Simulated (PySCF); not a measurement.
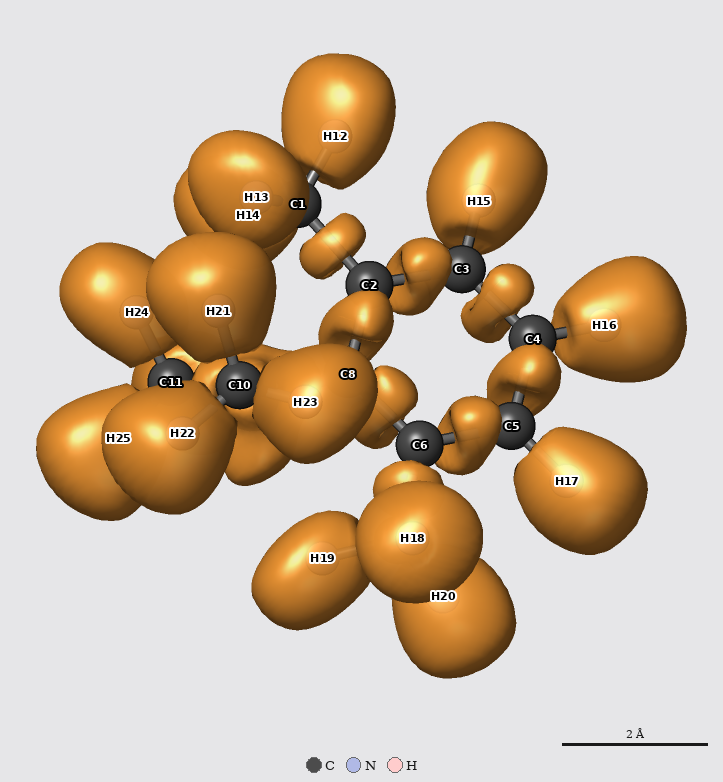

The picture shows: C10H15N. Isosurface of the ELF at 0.75 (orange), seen at a tilt. Core shells and regions of very low density are left out.

Geometry: GFN2-xTB.

Level of theory: PySCF, B97-2/6-31G*, SCF density, gas phase, non-relativistic.

Input

```
{"job": {"xc": "B97-2", "basis": "6-31G*", "kind": "nmr", "pop": true}, "charge": 0, "multiplicity": 1}
C      0.600844    -2.377445     0.286706
C     -0.437643    -1.291696     0.301690
C     -1.728708    -1.622546     0.693828
C     -2.720537    -0.665999     0.785609
C     -2.426285     0.649296     0.480743
C     -1.154016     1.011671     0.066996
C     -0.863928     2.440991    -0.280188
C     -0.148953     0.037887    -0.031123
N      1.114243     0.493338    -0.490749
C      1.998302     1.033676     0.512800
C      1.788268    -0.240269    -1.532753
H      0.258157    -3.223425     0.879047
H      1.540731    -2.027553     0.706435
H      0.786590    -2.732216    -0.726907
H     -1.951895    -2.649733     0.947065
H     -3.715832    -0.944538     1.099048
H     -3.195369     1.405302     0.552646
H     -0.534010     2.990317     0.601970
H     -0.073796     2.492240    -1.024250
H     -1.758016     2.927924    -0.662646
H      2.571920     0.256772     1.043073
H      2.709796     1.712002     0.036377
H      1.419518     1.590046     1.246515
H      2.484024    -1.008605    -1.168110
H      2.366824     0.471340    -2.130234
H      1.048725    -0.706168    -2.180313
```

Launched as:

```sh
OMP_NUM_THREADS=1 python ens_run.py task.json out
```

Where are the electrons localised?

Answer. The ELF exceeds this value in eight regions between bonded C–C atoms (shared pairs), 15 regions around hydrogen nuclei and one region on N in which the atom's valence shell and bonds are merged. Along the contacts the grid gives the following. C–C (1.38 Å): the ELF peaks at about 0.95 between the atoms; a covalent bond. C–N (1.42 Å): the ELF peaks at about 0.90 between the atoms: a shared electron pair.
